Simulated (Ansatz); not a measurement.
C₂H₇CuSn (SMILES C[CH2][SnH2][Cu])

Input file:

```
basis:
  gaussian: {orbitals: def2-TZVPD}
crystal:
  periodic: [false, false, false]
  atoms:
    - {symbol: C, position_ang: [-1.664205, -0.861399, 0.979619]}
    - {symbol: C, position_ang: [-0.253322, -1.368580, 0.691574]}
    - {symbol: Cu, position_ang: [-1.398432, -4.705347, 2.178570]}
    - {symbol: Sn, position_ang: [-0.168233, -3.545137, 0.390071]}
    - {symbol: H, position_ang: [-2.090165, -1.345230, 1.875110]}
    - {symbol: H, position_ang: [-2.351453, -1.069995, 0.142701]}
    - {symbol: H, position_ang: [-1.683975, 0.228957, 1.153783]}
    - {symbol: H, position_ang: [0.433200, -1.137260, 1.521595]}
    - {symbol: H, position_ang: [0.165130, -0.903503, -0.215960]}
    - {symbol: H, position_ang: [1.501631, -4.006185, 0.277150]}
    - {symbol: H, position_ang: [-0.847579, -3.864524, -1.177178]}
output: {forces: true, orbitals: {seedname: orbitals}}
hamiltonian: {xc: pbe0}
magnetization: {spin_polarized: false}
```

Command:

```sh
ansatz run input.yaml --threads 2 --pin off --max-ram 4350MiB --events-out events.jsonl --progress --plain --runs-dir runs
```

Geometry: B3LYP-D3(BJ)/def2-SVP; core potentials replace the inner electrons of Sn.

All numbers below come from isolated molecule in a Gaussian basis; Kohn-Sham density functional theory, functional PBE0 (Ansatz 0.2.0).

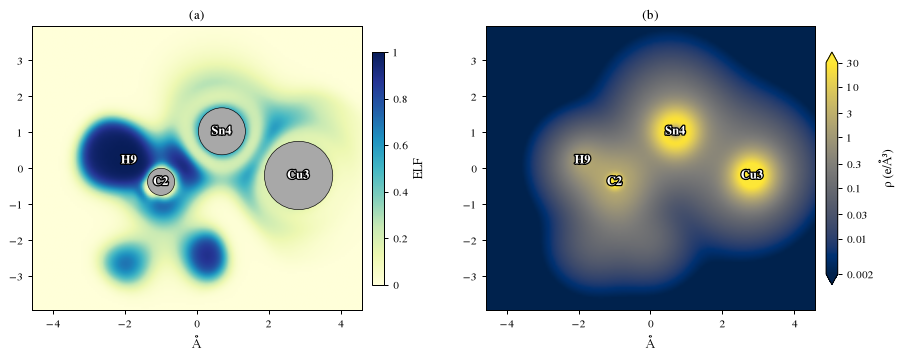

Figure 1. (a) ELF; (b) electron density on the plane of atoms C2, Sn4 and Cu3. Grey discs cover the atomic cores in the ELF map.

### What does the map show?

The section cuts through C, Cu, Sn and H sites. C–Sn (2.20 Å): the density is about 0.65 e/Å³ at the midpoint; the ELF peaks at about 0.90 in the valence shell of C, 0.8 Å from its nucleus, and drops to about 0.20 between the two atoms. Cu–Sn (2.46 Å): the density is about 0.44 e/Å³ at the midpoint; the ELF is about 0.45 at the midpoint. C–H (1.10 Å): ρ at the midpoint is about 1.9 e/Å³; the ELF climbs to about 1 towards the hydrogen, as it does in any bond to H: an ordinary covalent bond to hydrogen.

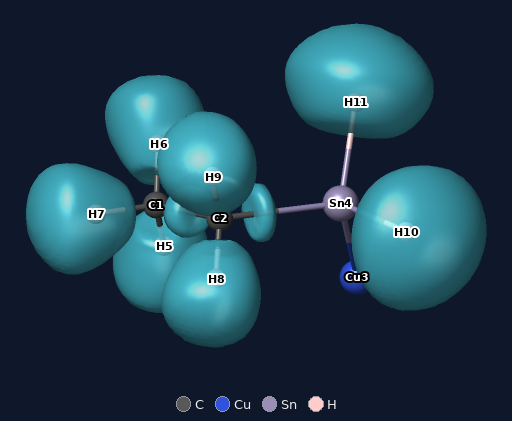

Figure 2. Isosurface of the electron localisation function at 0.8 (cyan), seen from one side. Only the valence region is drawn (cores and ρ < 0.01 e/Å³ removed).

### Where are the electrons localised?

The ELF exceeds this value in one region between bonded C–C atoms (shared pairs), seven regions around hydrogen nuclei and one lobe of the valence shell of C pointing towards Sn (polar bonds). Along the contacts the grid gives the following. C–C (1.53 Å): the ELF peaks at about 0.95 between the atoms, as expected for a shared electron pair.

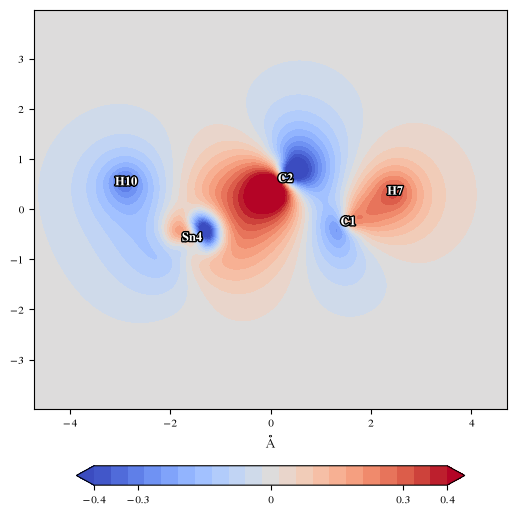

Figure 3. The HOMO−1 on the plane of atoms C2, Sn4 and H10 (values in Å⁻³ᐟ²; the overall sign is arbitrary).

### Where does this orbital lie, and at what energy?

Its weight (Hirshfeld) is mainly on C2 (about 25 %), Sn4 (about 25 %), Cu3 (about 20 %), C1 (about 5 %), H11 (about 5 %) and H10 (about 5 %). Its energy is −7.32 eV.
